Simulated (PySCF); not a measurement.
# C₇H₉OP: geometry relaxation

System: C₇H₉OP.
Method: PBE0-D3(BJ)/def2-SVP geometry optimisation, gas phase (PySCF 2.14.0).

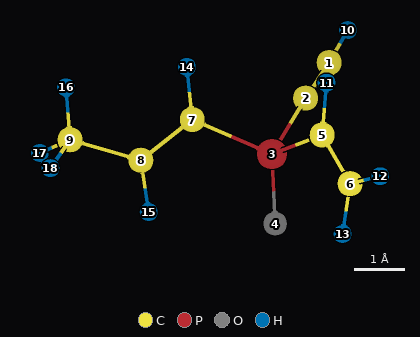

The starting structure (ball-and-stick view, seen at a tilt; atoms are numbered from 1 in the order of the input). Bond lengths as drawn: C–C 1.19 to 1.51 Å, C–H 1.07 to 1.10 Å, C–P 1.78 to 1.83 Å and O–P 1.46 Å.

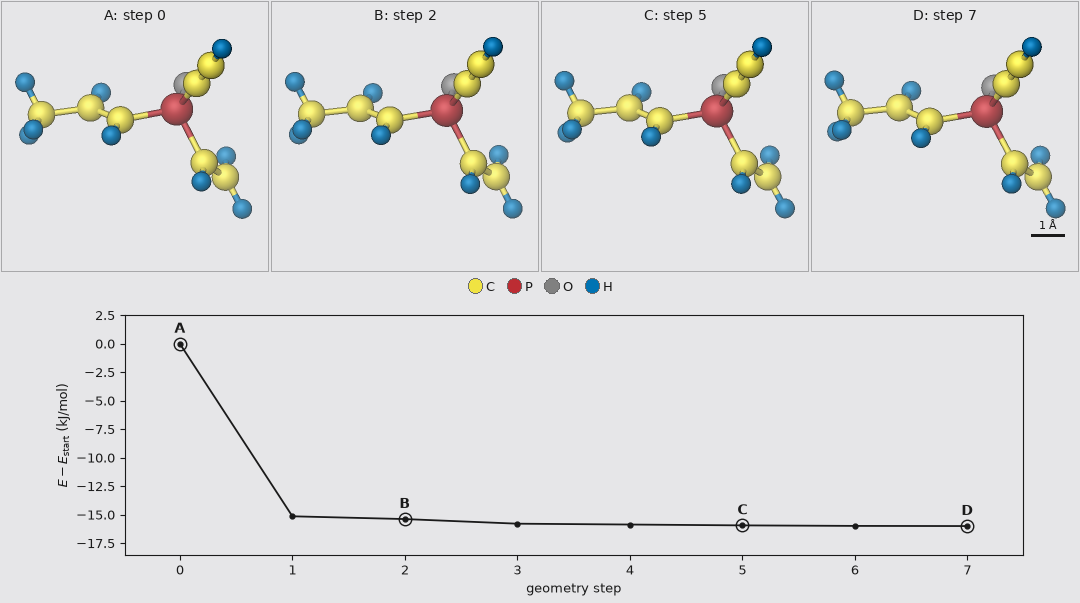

Frames of the relaxation (ball-and-stick view, seen at a tilt) above the curves, on which the letters mark them (steps are counted from 0).

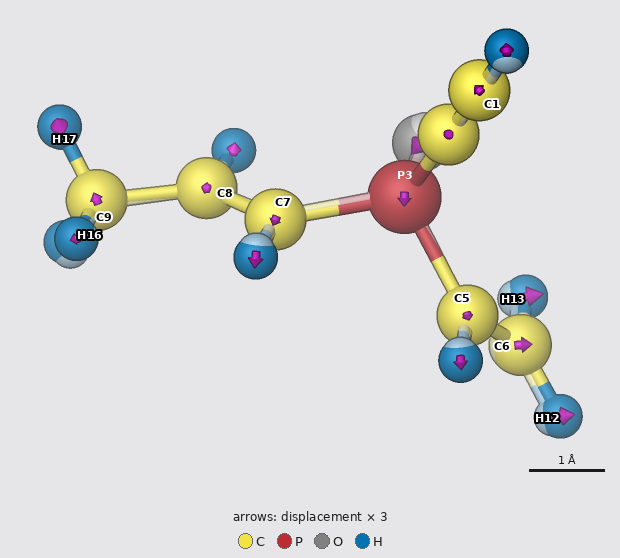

Start (faint) and end (solid) with the displacements as pink arrows, magnified 3 times (ball-and-stick view, seen at a tilt). The two geometries are laid on each other by the best rigid fit. The largest moves after the best rigid fit, 0.13 Å, are those of O4 and H13. By element the largest moves are H 0.13 Å, O 0.13 Å, C 0.08 Å, P 0.07 Å. Among the contacts that change: P3–O4 1.461 → 1.496 Å, C5–C6 1.308 → 1.334 Å, C1–C2 1.190 → 1.214 Å, P3–C5 1.827 → 1.804 Å. Among the angles that change: O4–P3–C7 117.8° → 114.1°, C2–C1–H10 177.0° → 179.7°, C7–C8–H15 119.4° → 116.7°. The energy falls by 16.0 kJ/mol in 7 geometry steps. The largest force component goes from 2.6 to 0.019 eV/Å. (Atoms are counted from 1 in the order of the input.)

The input that produced these results follows, with the program's output.

## Input file
```
{"job": {"xc": "PBE0", "basis": "def2-SVP", "d3": "d3bj", "grid": 1, "shake": 0.01, "kind": "geom"}, "charge": 0, "multiplicity": 1}
C      1.633930     3.091300     0.187580
C      1.286880     1.980030    -0.057950
P      0.800380     0.318230    -0.486030
O      0.885730     0.019190    -1.913310
C      1.953560    -0.671760     0.528360
C      2.632130    -1.635490    -0.039430
C     -0.790350     0.149330     0.304770
C     -1.785370    -0.325990    -0.423810
C     -3.192320    -0.542570     0.081470
H      1.891150     4.104530     0.411210
H      2.024150    -0.431550     1.598900
H      3.328070    -2.276770     0.504400
H      2.486960    -1.810980    -1.103660
H     -0.924030     0.441980     1.347170
H     -1.605400    -0.603490    -1.451060
H     -3.302810    -0.230100     1.107710
H     -3.885000     0.030930    -0.555900
H     -3.465200    -1.594870    -0.026170
```

The first line tells a small driver script what to run in PySCF; the rest is the geometry in Å.

Launched with:
```bash
OMP_NUM_THREADS=1 python <driver script> task.json out
```

## The program's output
```
step   0  E = -687.74337321  max force = 0.050394
step   1  E = -687.74913641  max force = 0.005438
step   2  E = -687.74922908  max force = 0.003646
step   3  E = -687.74938344  max force = 0.001940
step   4  E = -687.74941160  max force = 0.000807
step   5  E = -687.74943998  max force = 0.001330
step   6  E = -687.74945760  max force = 0.000615
step   7  E = -687.74946249  max force = 0.000374
optimisation converged
```

## Trajectory as extended XYZ (Å, eV, eV/Å), 8 frames, from step=0 to step=7
```
18
Properties=species:S:1:pos:R:3:forces:R:3 step=0 energy=-18714.45041
C     1.6339    3.0913    0.1876    0.5827   2.4094   0.5564
C     1.2869    1.9800   -0.0580   -0.7932  -2.5914  -0.5743
P     0.8004    0.3182   -0.4860    0.9132   0.4741   2.4978
O     0.8857    0.0192   -1.9133   -0.1984  -0.5860  -2.1845
C     1.9536   -0.6718    0.5284   -1.1031   1.3738   0.7894
C     2.6321   -1.6355   -0.0394    0.6670  -1.0099  -0.6202
C    -0.7903    0.1493    0.3048    0.5039   0.2617   0.0652
C    -1.7854   -0.3260   -0.4238   -1.6255  -0.4191   0.4912
C    -3.1923   -0.5426    0.0815    0.7663   0.2603  -1.0548
H     1.8912    4.1045    0.4112    0.1537   0.2198   0.0402
H     2.0242   -0.4315    1.5989    0.0383  -0.0386  -0.0904
H     3.3281   -2.2768    0.5044    0.0524  -0.0416   0.0558
H     2.4870   -1.8110   -1.1037    0.0991  -0.1189  -0.2917
H    -0.9240    0.4420    1.3472    0.0660   0.0530   0.1659
H    -1.6054   -0.6035   -1.4511    0.2314  -0.0867  -0.6479
H    -3.3028   -0.2301    1.1077   -0.1256   0.1608   0.6840
H    -3.8850    0.0309   -0.5559   -0.0994  -0.0165   0.0794
H    -3.4652   -1.5949   -0.0262   -0.1287  -0.3044   0.0386
18
Properties=species:S:1:pos:R:3:forces:R:3 step=1 energy=-18714.60724
C     1.6338    3.1293    0.2179   -0.0497  -0.2796  -0.0582
C     1.2630    2.0024   -0.0484    0.0132   0.1820   0.0690
P     0.6802    0.3824   -0.4945   -0.0457  -0.0978  -0.2787
O     0.7871    0.0512   -1.9525   -0.0100   0.0130   0.1745
C     1.6356   -0.7175    0.5680    0.1608  -0.0776  -0.0542
C     2.3269   -1.7052   -0.0075   -0.1047   0.1049   0.1258
C    -0.9926    0.3598    0.1539   -0.0750  -0.0157   0.1864
C    -1.9987   -0.0748   -0.6135    0.0895   0.1225  -0.2309
C    -3.4270   -0.1572   -0.2118   -0.0545  -0.0834   0.2131
H     1.9725    4.1212    0.4470    0.0316   0.1116   0.0255
H     1.6273   -0.5608    1.6522   -0.0033   0.0134   0.0091
H     2.9175   -2.4143    0.5788    0.0102  -0.0180   0.0163
H     2.3030   -1.8217   -1.0940    0.0138   0.0038  -0.0860
H    -1.1550    0.6845    1.1905   -0.0034  -0.0089  -0.0438
H    -1.7502   -0.3694   -1.6444    0.0195  -0.0046   0.0717
H    -3.5823    0.1666    0.8315   -0.0036  -0.0350  -0.1283
H    -4.0540    0.4651   -0.8712    0.0092  -0.0020  -0.0103
H    -3.7964   -1.1933   -0.3151    0.0022   0.0714  -0.0012
18
Properties=species:S:1:pos:R:3:forces:R:3 step=2 energy=-18714.60976
C     1.6414    3.1199    0.2039    0.0395   0.0109   0.0102
C     1.2539    1.9974   -0.0497   -0.0144   0.0327  -0.0152
P     0.6548    0.3777   -0.4779    0.1167   0.0414   0.0564
O     0.7281    0.0376   -1.9339   -0.0263  -0.0150   0.0589
C     1.6431   -0.7114    0.5678    0.0401  -0.0019  -0.0184
C     2.3197   -1.7029   -0.0138   -0.0073   0.0095   0.0078
C    -1.0050    0.3679    0.2071    0.0849  -0.0736  -0.1260
C    -1.9834   -0.0569   -0.6000   -0.1875   0.0569   0.0738
C    -3.4207   -0.1654   -0.2296   -0.0194  -0.0123   0.0091
H     1.9948    4.1125    0.4224   -0.0114  -0.0123   0.0002
H     1.6603   -0.5446    1.6507   -0.0141   0.0060   0.0008
H     2.9219   -2.4081    0.5668    0.0083   0.0008  -0.0086
H     2.2783   -1.8242   -1.1017   -0.0039  -0.0086   0.0057
H    -1.1740    0.6864    1.2433   -0.0126  -0.0333  -0.0453
H    -1.7001   -0.3363   -1.6242    0.0098  -0.0081   0.0219
H    -3.6072    0.1380    0.8107    0.0044   0.0021  -0.0141
H    -4.0375    0.4613   -0.8944   -0.0104   0.0001  -0.0070
H    -3.7777   -1.2005   -0.3610    0.0036   0.0045  -0.0102
18
Properties=species:S:1:pos:R:3:forces:R:3 step=3 energy=-18714.61396
C     1.6380    3.1126    0.2091    0.0649   0.0998   0.0298
C     1.2531    1.9909   -0.0494   -0.0628  -0.0367  -0.0214
P     0.6642    0.3679   -0.4833    0.0198  -0.0030   0.0023
O     0.7500    0.0264   -1.9372   -0.0139  -0.0132  -0.0093
C     1.6576   -0.7114    0.5687   -0.0347   0.0310   0.0470
C     2.3458   -1.6984   -0.0050    0.0205  -0.0230  -0.0567
C    -1.0049    0.3489    0.1844    0.0070  -0.0176  -0.0086
C    -2.0045   -0.0544   -0.6088   -0.0180   0.0009   0.0033
C    -3.4400   -0.1534   -0.2245    0.0451   0.0351  -0.0353
H     1.9880    4.1063    0.4326   -0.0215  -0.0485  -0.0094
H     1.6658   -0.5412    1.6514   -0.0063   0.0011  -0.0005
H     2.9521   -2.3967    0.5802    0.0022   0.0126  -0.0084
H     2.3127   -1.8228   -1.0937   -0.0078  -0.0080   0.0333
H    -1.1707    0.6621    1.2213    0.0008  -0.0126   0.0333
H    -1.7360   -0.3330   -1.6362   -0.0020  -0.0132  -0.0272
H    -3.6152    0.1439    0.8179    0.0024   0.0160   0.0402
H    -4.0570    0.4837   -0.8795   -0.0041   0.0019  -0.0025
H    -3.8083   -1.1829   -0.3613    0.0084  -0.0227  -0.0099
18
Properties=species:S:1:pos:R:3:forces:R:3 step=4 energy=-18714.61472
C     1.6270    3.1094    0.2103    0.0256   0.0029   0.0078
C     1.2443    1.9867   -0.0493   -0.0389   0.0009  -0.0160
P     0.6656    0.3593   -0.4823   -0.0231  -0.0070   0.0183
O     0.7548    0.0144   -1.9351    0.0035  -0.0075  -0.0137
C     1.6606   -0.7117    0.5757   -0.0142   0.0130  -0.0076
C     2.3523   -1.6940   -0.0027    0.0180  -0.0213   0.0070
C    -1.0050    0.3328    0.1793    0.0303   0.0067  -0.0145
C    -2.0055   -0.0585   -0.6189    0.0157   0.0279   0.0385
C    -3.4379   -0.1411   -0.2249   -0.0124  -0.0088  -0.0415
H     1.9733    4.1029    0.4347   -0.0043  -0.0010   0.0006
H     1.6683   -0.5396    1.6581    0.0102   0.0022  -0.0082
H     2.9695   -2.3862    0.5778   -0.0037  -0.0044   0.0015
H     2.3100   -1.8214   -1.0899    0.0049   0.0065   0.0050
H    -1.1732    0.6391    1.2183   -0.0014  -0.0102   0.0137
H    -1.7426   -0.3363   -1.6486   -0.0014   0.0063   0.0001
H    -3.6012    0.1558    0.8204    0.0038   0.0030   0.0074
H    -4.0530    0.5042   -0.8739   -0.0033  -0.0021   0.0016
H    -3.8168   -1.1672   -0.3625   -0.0092  -0.0073   0.0001
18
Properties=species:S:1:pos:R:3:forces:R:3 step=5 energy=-18714.61550
C     1.6216    3.1050    0.2050   -0.0077  -0.0684  -0.0090
C     1.2351    1.9827   -0.0523   -0.0064   0.0299  -0.0086
P     0.6608    0.3517   -0.4787   -0.0049  -0.0212   0.0209
O     0.7394    0.0038   -1.9314    0.0132  -0.0029  -0.0139
C     1.6683   -0.7115    0.5754    0.0078  -0.0037  -0.0072
C     2.3635   -1.6941    0.0006   -0.0103   0.0128   0.0165
C    -1.0047    0.3213    0.1929   -0.0238   0.0186   0.0158
C    -2.0073   -0.0513   -0.6114    0.0236   0.0085  -0.0367
C    -3.4434   -0.1331   -0.2336   -0.0127  -0.0067   0.0285
H     1.9689    4.0976    0.4275    0.0080   0.0334   0.0070
H     1.6830   -0.5320    1.6563    0.0109   0.0056   0.0013
H     2.9900   -2.3768    0.5822   -0.0071  -0.0074   0.0079
H     2.3144   -1.8315   -1.0845    0.0086   0.0072  -0.0184
H    -1.1691    0.6150    1.2368    0.0016  -0.0135  -0.0047
H    -1.7406   -0.3157   -1.6440    0.0024   0.0085   0.0030
H    -3.6144    0.1495    0.8152   -0.0081  -0.0071  -0.0123
H    -4.0503    0.5241   -0.8787    0.0086  -0.0023   0.0028
H    -3.8246   -1.1561   -0.3905   -0.0038   0.0089   0.0070
18
Properties=species:S:1:pos:R:3:forces:R:3 step=6 energy=-18714.61598
C     1.6161    3.0971    0.2000   -0.0054  -0.0316  -0.0017
C     1.2265    1.9758   -0.0566    0.0047   0.0204  -0.0106
P     0.6579    0.3416   -0.4781    0.0118  -0.0050   0.0143
O     0.7362   -0.0092   -1.9301    0.0086  -0.0006  -0.0148
C     1.6742   -0.7115    0.5774   -0.0042  -0.0019   0.0036
C     2.3757   -1.6926    0.0079   -0.0075   0.0153   0.0065
C    -1.0071    0.3089    0.1947   -0.0060   0.0176   0.0043
C    -2.0116   -0.0422   -0.6169    0.0036  -0.0026  -0.0063
C    -3.4474   -0.1245   -0.2363   -0.0092   0.0008   0.0050
H     1.9638    4.0902    0.4223    0.0030   0.0138   0.0018
H     1.6906   -0.5255    1.6571   -0.0015  -0.0036   0.0055
H     3.0029   -2.3701    0.5950    0.0026  -0.0003  -0.0004
H     2.3326   -1.8331   -1.0773   -0.0051  -0.0034  -0.0079
H    -1.1705    0.5865    1.2430    0.0049  -0.0193  -0.0029
H    -1.7471   -0.2877   -1.6547    0.0001  -0.0016   0.0064
H    -3.6149    0.1387    0.8181   -0.0024  -0.0053  -0.0094
H    -4.0522    0.5481   -0.8670    0.0013   0.0005   0.0009
H    -3.8349   -1.1420   -0.4119    0.0006   0.0067   0.0056
18
Properties=species:S:1:pos:R:3:forces:R:3 step=7 energy=-18714.61611
C     1.6160    3.0937    0.1964    0.0024   0.0097   0.0059
C     1.2245    1.9729   -0.0589    0.0022  -0.0003  -0.0123
P     0.6585    0.3366   -0.4759   -0.0017   0.0150   0.0192
O     0.7395   -0.0171   -1.9272    0.0017   0.0004  -0.0038
C     1.6758   -0.7110    0.5834   -0.0072   0.0003  -0.0095
C     2.3773   -1.6902    0.0108    0.0097  -0.0102   0.0085
C    -1.0068    0.3026    0.1965   -0.0120   0.0115  -0.0023
C    -2.0127   -0.0380   -0.6178   -0.0041  -0.0083  -0.0054
C    -3.4497   -0.1200   -0.2394    0.0073   0.0034   0.0013
H     1.9639    4.0876    0.4174   -0.0024  -0.0070  -0.0028
H     1.6938   -0.5238    1.6630   -0.0013  -0.0059  -0.0025
H     3.0077   -2.3675    0.5948    0.0021   0.0007  -0.0001
H     2.3304   -1.8295   -1.0746   -0.0033  -0.0011   0.0019
H    -1.1690    0.5684    1.2478    0.0053  -0.0091   0.0030
H    -1.7482   -0.2756   -1.6572   -0.0022  -0.0016  -0.0023
H    -3.6184    0.1344    0.8165    0.0001   0.0000   0.0010
H    -4.0518    0.5596   -0.8651    0.0011   0.0022  -0.0007
H    -3.8401   -1.1347   -0.4237    0.0024   0.0001   0.0008
```

## Key numbers

| quantity | value |
| --- | --- |
| outcome | converged |
| total energy | −687.749462 hartree |
| dipole moment | 3.58 D |
| point group | C1 |
| hardware | 1 CPU thread, shared host |
| wall time | 1.9 min |
| peak memory | 0.72 GiB |
